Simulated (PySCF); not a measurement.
# [Pb(BH4)3]−: forces at shaken geometries

How stiff is [Pb(BH4)3]−? Its atoms are displaced at random by several amounts. It is a constructed species; whether it can be made isn't addressed.

Program: PySCF 2.14.0. Level of theory: PBE, Pb def2-SVP with ECP60, B def2-SVP, H def2-SVP; scalar-relativistic core potentials, no spin–orbit coupling. These are calculated values, not measurements.

1 further run of the same task is left out (for a known fault of the program).

### 1 The starting structure

16 atoms, charge -1, spin multiplicity 1.

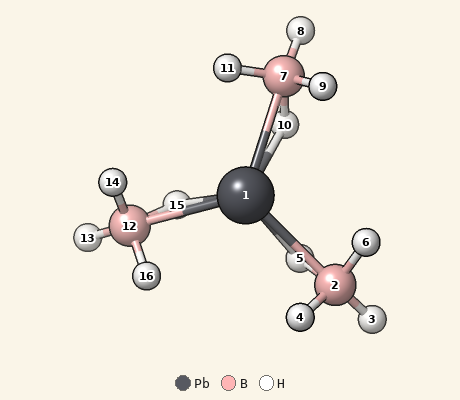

The geometry (lead dark grey, boron pink, hydrogen white); atoms are numbered from 1 in the order of the file.

Coordinates:

| atom | x (Å) | y (Å) | z (Å) |
| --- | --- | --- | --- |
| Pb1 | 0.0000 | 0.0000 | 0.1172 |
| B2 | 2.5550 | 0.0160 | -0.6477 |
| H3 | 3.5361 | 0.0245 | -1.3965 |
| H4 | 2.6022 | -0.9069 | 0.1845 |
| H5 | 1.5882 | -0.1978 | -1.4590 |
| H6 | 2.4044 | 1.1220 | -0.0936 |
| B7 | -1.2913 | 2.2047 | -0.6477 |
| H8 | -1.7892 | 3.0501 | -1.3965 |
| H9 | -0.5157 | 2.7070 | 0.1845 |
| H10 | -0.6228 | 1.4744 | -1.4590 |
| H11 | -2.1739 | 1.5212 | -0.0936 |
| B12 | -1.2637 | -2.2207 | -0.6477 |
| H13 | -1.7469 | -3.0746 | -1.3965 |
| H14 | -2.0865 | -1.8001 | 0.1845 |
| H15 | -0.9654 | -1.2766 | -1.4590 |
| H16 | -0.2305 | -2.6433 | -0.0936 |

Formal oxidation states: Pb +2. An earlier session relaxed this geometry at PBE, Pb def2-SVP with ECP60, B def2-SVP, H def2-SVP (singlet, point group C3).

Its energy there is -274.456239 Eh.

### 2 Atoms moved at random, σ = 0.15 Å

Input file run.py (the lines that set the calculation):

```python
mol = gto.M(atom='''
Pb    -0.03977     0.12721    -0.15328
B      2.42536    -0.10957    -0.53788
H      3.78187     0.20477    -1.27612
H      2.67332    -1.00514     0.09059
H      1.45735    -0.36935    -1.54093
H      2.32622     0.98326    -0.11424
B     -1.10414     2.22866    -0.58613
H     -2.02100     3.36606    -1.28509
H     -0.32399     2.77729    -0.03566
H     -0.80479     1.66001    -1.56608
H     -2.21530     1.37025     0.02041
B     -1.27717    -2.18054    -0.51504
H     -1.81010    -3.34208    -1.29149
H     -1.89458    -1.69553     0.18676
H     -0.98807    -1.40926    -1.32382
H     -0.18527    -2.60601    -0.19167''',
    basis={'Pb': 'def2-SVP', 'B': 'def2-SVP', 'H': 'def2-SVP'},
    ecp={'Pb': 'def2-SVP'},
    charge=-1, spin=0)
mf = dft.RKS(mol, xc='PBE')
mf.grids.atom_grid = (50, 194)
mf = mf.density_fit()  # fitting sets: Pb def2-universal-JKFIT, B def2-universal-JKFIT, H def2-universal-JKFIT
mf.conv_tol = 1e-08; mf.max_cycle = 55
mf.kernel(dm0)  # dm0: the density of the relaxed state
```

Command:

```bash
> OMP_NUM_THREADS=2 python run.py
```

The log of the run:

```text
init E= -274.326622375459
  HOMO = -0.133807911438094  LUMO = 0.00567339837481295  gap/eV = 3.79548
cycle= 1 E= -274.267518484735  delta_E= 0.0591  |g|= 0.229  |ddm|= 1.01
  HOMO = -0.0446395932755017  LUMO = 0.0361877801801063  gap/eV = 2.19942
cycle= 2 E= -274.213349972808  delta_E= 0.0542  |g|= 0.396  |ddm|= 1.12
  HOMO = -0.0554438026793544  LUMO = 0.0614602296484712  gap/eV = 3.18112
cycle= 3 E= -274.292249698518  delta_E= -0.0789  |g|= 0.0592  |ddm|= 0.806
  HOMO = -0.0617608096692068  LUMO = 0.0541063932069239  gap/eV = 3.15291
cycle= 4 E= -274.293590301203  delta_E= -0.00134  |g|= 0.0113  |ddm|= 0.146
  HOMO = -0.0617491342285055  LUMO = 0.0543550603613987  gap/eV = 3.15936
cycle= 5 E= -274.293622293571  delta_E= -3.2e-05  |g|= 0.00671  |ddm|= 0.0276
  HOMO = -0.061809555755949  LUMO = 0.0540375219322575  gap/eV = 3.15236
cycle= 6 E= -274.293641245149  delta_E= -1.9e-05  |g|= 0.00103  |ddm|= 0.0115
  HOMO = -0.0617386196518597  LUMO = 0.0541224762842676  gap/eV = 3.15274
cycle= 7 E= -274.293641644967  delta_E= -4e-07  |g|= 0.000393  |ddm|= 0.00243
  HOMO = -0.0617304188040508  LUMO = 0.0541453890792072  gap/eV = 3.15314
cycle= 8 E= -274.293641711635  delta_E= -6.67e-08  |g|= 0.000125  |ddm|= 0.000866
  HOMO = -0.0617292799222842  LUMO = 0.0541479541971199  gap/eV = 3.15318
cycle= 9 E= -274.293641717869  delta_E= -6.23e-09  |g|= 2.22e-05  |ddm|= 0.000197
  HOMO = -0.0617291269456173  LUMO = 0.0541474112396383  gap/eV = 3.15316
Extra cycle  E= -274.293641717673  delta_E= 1.95e-10  |g|= 3.13e-05  |ddm|= 8.04e-05
converged SCF energy = -274.293641717673
```

It took 6.7 s on 2 threads of Arm Neoverse V2, shared host.

It gives: E = -274.293642 Eh (+4.425 eV from the relaxed state), HOMO -1.68 eV, LUMO 1.47 eV, Mulliken charge on Pb1 +0.35 e, largest force component 7.471 eV/Å. 

| atom | Fx | Fy | Fz (eV/Å) |
| --- | --- | --- | --- |
| Pb1 | -0.161 | -1.210 | 1.766 |
| B2 | 2.403 | 1.644 | -4.844 |
| H3 | -2.367 | -0.712 | 0.871 |
| H4 | 0.081 | -2.220 | 1.746 |
| H5 | 1.637 | 0.218 | 0.652 |
| H6 | -0.477 | 1.126 | 0.773 |
| B7 | -7.471 | 0.749 | -1.551 |
| H8 | 1.610 | -1.929 | 1.148 |
| H9 | 2.429 | 1.461 | 2.204 |
| H10 | 0.560 | -0.666 | -1.743 |
| H11 | 2.082 | 1.764 | -0.732 |
| B12 | 2.027 | -5.955 | -3.803 |
| H13 | 0.601 | 2.180 | 1.326 |
| H14 | -3.615 | 2.090 | 4.071 |
| H15 | 0.291 | 1.615 | -2.554 |
| H16 | 0.371 | -0.155 | 0.668 |

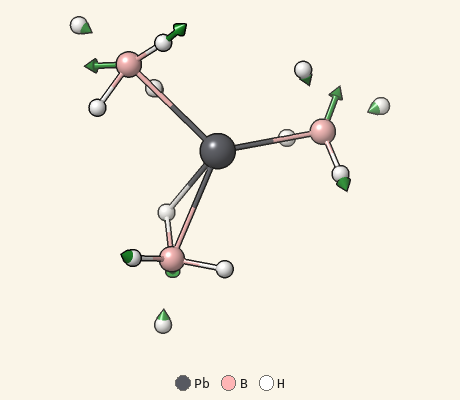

Forces as arrows, the longest for the largest force.

### 3 Atoms moved at random, σ = 0.1 Å

Input file run.py (the lines that set the calculation):

```python
mol = gto.M(atom='''
Pb    -0.08323    -0.04665     0.32735
B      2.50413    -0.21648    -0.61552
H      3.36781     0.03423    -1.51437
H      2.56694    -1.00923     0.31219
H      1.66931    -0.19551    -1.60729
H      2.32564     1.11210    -0.25469
B     -1.26050     2.26526    -0.68811
H     -1.73026     3.16871    -1.41017
H     -0.48432     2.73510     0.24463
H     -0.45651     1.42752    -1.60951
H     -2.12536     1.46791    -0.15576
B     -1.24967    -2.13631    -0.67010
H     -1.93982    -3.01167    -1.40143
H     -2.11773    -1.65078     0.25558
H     -0.79039    -1.31764    -1.34281
H     -0.19609    -2.62654     0.01035''',
    basis={'Pb': 'def2-SVP', 'B': 'def2-SVP', 'H': 'def2-SVP'},
    ecp={'Pb': 'def2-SVP'},
    charge=-1, spin=0)
mf = dft.RKS(mol, xc='PBE')
mf.grids.atom_grid = (50, 194)
mf = mf.density_fit()  # fitting sets: Pb def2-universal-JKFIT, B def2-universal-JKFIT, H def2-universal-JKFIT
mf.conv_tol = 1e-08; mf.max_cycle = 55
mf.kernel(dm0)  # dm0: the density of the relaxed state
```

Command:

```bash
> OMP_NUM_THREADS=2 python run.py
```

The log of the run:

```text
init E= -274.305844544362
  HOMO = -0.16608527090102  LUMO = -0.0192103221857014  gap/eV = 3.99667
cycle= 1 E= -274.387816475076  delta_E= -0.082  |g|= 0.172  |ddm|= 0.572
  HOMO = -0.0554811364933225  LUMO = 0.0679994086436277  gap/eV = 3.36008
cycle= 2 E= -274.379298122719  delta_E= 0.00852  |g|= 0.222  |ddm|= 0.735
  HOMO = -0.086098732256203  LUMO = 0.057261641460288  gap/eV = 3.90103
cycle= 3 E= -274.400715396509  delta_E= -0.0214  |g|= 0.0332  |ddm|= 0.425
  HOMO = -0.0844150657350893  LUMO = 0.0540264351633644  gap/eV = 3.76719
cycle= 4 E= -274.401235187276  delta_E= -0.00052  |g|= 0.00845  |ddm|= 0.0733
  HOMO = -0.0851405674095806  LUMO = 0.0545088156564795  gap/eV = 3.80005
cycle= 5 E= -274.401263905592  delta_E= -2.87e-05  |g|= 0.00207  |ddm|= 0.0175
  HOMO = -0.0852086567362083  LUMO = 0.0543137482196805  gap/eV = 3.79660
cycle= 6 E= -274.401265580997  delta_E= -1.68e-06  |g|= 0.000426  |ddm|= 0.00459
  HOMO = -0.0852264311865998  LUMO = 0.0543259343949112  gap/eV = 3.79741
cycle= 7 E= -274.40126563953  delta_E= -5.85e-08  |g|= 0.00021  |ddm|= 0.000815
  HOMO = -0.0852144524156886  LUMO = 0.0543348678517042  gap/eV = 3.79733
cycle= 8 E= -274.40126565712  delta_E= -1.76e-08  |g|= 3.89e-05  |ddm|= 0.000338
  HOMO = -0.0852137953475225  LUMO = 0.0543348702051976  gap/eV = 3.79731
cycle= 9 E= -274.401265657784  delta_E= -6.64e-10  |g|= 5.44e-06  |ddm|= 8.3e-05
  HOMO = -0.085213740833594  LUMO = 0.0543346732543091  gap/eV = 3.79731
Extra cycle  E= -274.401265657773  delta_E= 1.07e-11  |g|= 7.35e-06  |ddm|= 2.33e-05
converged SCF energy = -274.401265657773
```

Wall time 6.8 s (2 threads of Arm Neoverse V2, shared host).

Result: E = -274.401266 Eh (+1.496 eV from the relaxed state), HOMO -2.32 eV, LUMO 1.48 eV, Mulliken charge on Pb1 +0.44 e, largest force component 3.283 eV/Å. 

| atom | Fx | Fy | Fz (eV/Å) |
| --- | --- | --- | --- |
| Pb1 | 0.538 | 0.702 | -0.907 |
| B2 | -0.605 | 3.283 | -1.309 |
| H3 | 0.298 | -0.601 | 0.822 |
| H4 | 0.134 | -0.308 | -0.196 |
| H5 | -0.405 | -0.851 | 0.970 |
| H6 | 0.200 | -1.640 | 0.210 |
| B7 | 1.156 | -1.198 | -0.120 |
| H8 | 0.025 | -0.373 | 0.178 |
| H9 | -0.470 | -0.370 | -0.716 |
| H10 | -0.965 | 0.999 | 1.499 |
| H11 | 0.251 | 0.575 | -0.340 |
| B12 | -1.525 | -2.666 | 2.472 |
| H13 | 1.034 | 1.003 | 0.826 |
| H14 | 0.982 | -0.387 | -1.044 |
| H15 | 0.542 | 1.633 | -1.687 |
| H16 | -1.191 | 0.198 | -0.658 |

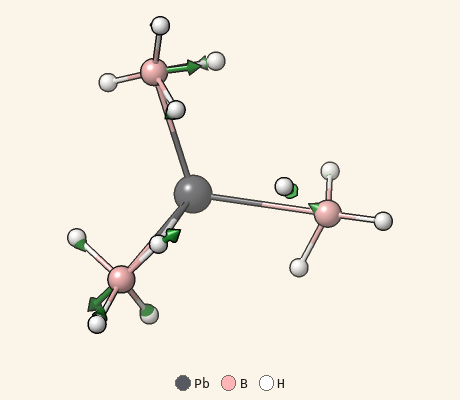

Forces as arrows, the longest for the largest force.

### 4 Atoms moved at random, σ = 0.06 Å

Input file run.py (the lines that set the calculation):

```python
mol = gto.M(atom='''
Pb    -0.00300    -0.02543     0.08017
B      2.56377     0.05293    -0.63392
H      3.65324     0.00757    -1.37534
H      2.55863    -0.83888     0.20012
H      1.62603    -0.25771    -1.43650
H      2.31254     1.17900    -0.04413
B     -1.26074     2.10052    -0.65747
H     -1.74102     3.08666    -1.45409
H     -0.45789     2.64501     0.29096
H     -0.70931     1.47736    -1.56174
H     -2.12365     1.46446    -0.03515
B     -1.29998    -2.20697    -0.68943
H     -1.70498    -3.04658    -1.37313
H     -2.08401    -1.67246     0.15904
H     -1.07954    -1.34848    -1.44542
H     -0.25014    -2.61697    -0.14364''',
    basis={'Pb': 'def2-SVP', 'B': 'def2-SVP', 'H': 'def2-SVP'},
    ecp={'Pb': 'def2-SVP'},
    charge=-1, spin=0)
mf = dft.RKS(mol, xc='PBE')
mf.grids.atom_grid = (50, 194)
mf = mf.density_fit()  # fitting sets: Pb def2-universal-JKFIT, B def2-universal-JKFIT, H def2-universal-JKFIT
mf.conv_tol = 1e-08; mf.max_cycle = 55
mf.kernel(dm0)  # dm0: the density of the relaxed state
```

Command:

```bash
> OMP_NUM_THREADS=2 python run.py
```

The log of the run:

```text
init E= -274.435053244889
  HOMO = -0.103780374728902  LUMO = 0.0522709917175366  gap/eV = 4.24637
cycle= 1 E= -274.429333519532  delta_E= 0.00572  |g|= 0.0701  |ddm|= 0.321
  HOMO = -0.0850205501259493  LUMO = 0.0573427580935597  gap/eV = 3.87390
cycle= 2 E= -274.427290392053  delta_E= 0.00204  |g|= 0.0981  |ddm|= 0.335
  HOMO = -0.0904757670422072  LUMO = 0.0613422228362532  gap/eV = 4.13118
cycle= 3 E= -274.431780580908  delta_E= -0.00449  |g|= 0.0156  |ddm|= 0.187
  HOMO = -0.0907733065387903  LUMO = 0.0609214638004554  gap/eV = 4.12782
cycle= 4 E= -274.431871998965  delta_E= -9.14e-05  |g|= 0.00208  |ddm|= 0.0269
  HOMO = -0.0909030650163301  LUMO = 0.0607460043684585  gap/eV = 4.12658
cycle= 5 E= -274.431873557382  delta_E= -1.56e-06  |g|= 0.000823  |ddm|= 0.00542
  HOMO = -0.0908684861641174  LUMO = 0.0608026787438813  gap/eV = 4.12718
cycle= 6 E= -274.43187382358  delta_E= -2.66e-07  |g|= 9.52e-05  |ddm|= 0.00186
  HOMO = -0.090876133598079  LUMO = 0.060795504114517  gap/eV = 4.12720
cycle= 7 E= -274.431873826675  delta_E= -3.09e-09  |g|= 4.58e-05  |ddm|= 0.000217
  HOMO = -0.0908714819290699  LUMO = 0.0607974451435362  gap/eV = 4.12712
Extra cycle  E= -274.431873825448  delta_E= 1.23e-09  |g|= 7.1e-05  |ddm|= 0.000167
converged SCF energy = -274.431873825448
```

Run time: 6.1 s. Hardware: 2 threads of Arm Neoverse V2, shared host.

It gives: E = -274.431874 Eh (+0.663 eV from the relaxed state), HOMO -2.47 eV, LUMO 1.65 eV, Mulliken charge on Pb1 +0.41 e, largest force component 2.643 eV/Å. 

| atom | Fx | Fy | Fz (eV/Å) |
| --- | --- | --- | --- |
| Pb1 | 0.103 | -0.164 | 0.207 |
| B2 | 0.843 | 0.578 | -0.447 |
| H3 | -1.144 | 0.232 | 0.784 |
| H4 | 0.166 | -0.362 | 0.393 |
| H5 | -0.053 | 0.163 | -0.236 |
| H6 | 0.296 | -0.631 | -0.567 |
| B7 | -0.207 | 2.619 | 0.455 |
| H8 | 0.380 | -1.174 | 1.196 |
| H9 | -0.671 | -0.695 | -1.333 |
| H10 | 0.538 | -0.543 | -0.162 |
| H11 | -0.227 | -0.017 | -0.260 |
| B12 | 0.210 | 0.125 | 2.643 |
| H13 | -0.934 | -1.385 | -0.934 |
| H14 | 0.110 | -0.550 | -0.200 |
| H15 | 0.643 | 1.708 | -1.596 |
| H16 | -0.054 | 0.098 | 0.056 |

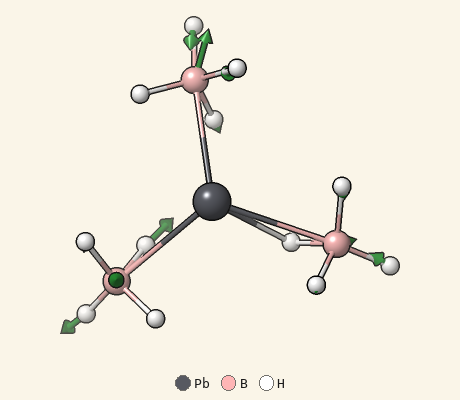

Forces as arrows, the longest for the largest force.

### 5 The displacements side by side

| σ (Å) | energy rise (eV) | harmonic estimate −½ F·u (eV) | largest force component (eV/Å) |
| --- | --- | --- | --- |
| 0.15 | 4.425 | 3.861 | 7.47 |
| 0.1 | 1.496 | 1.430 | 3.28 |
| 0.06 | 0.663 | 0.653 | 2.64 |

Every displacement raises the energy. For a harmonic well the rise equals −½ F·u; the two differ by at most 13 % here (a move with σ = 0.15 Å), from anharmonicity, the grid and the small forces left at the relaxed point. These are double-zeta-type bases without diffuse functions. Spin–orbit coupling is left out.
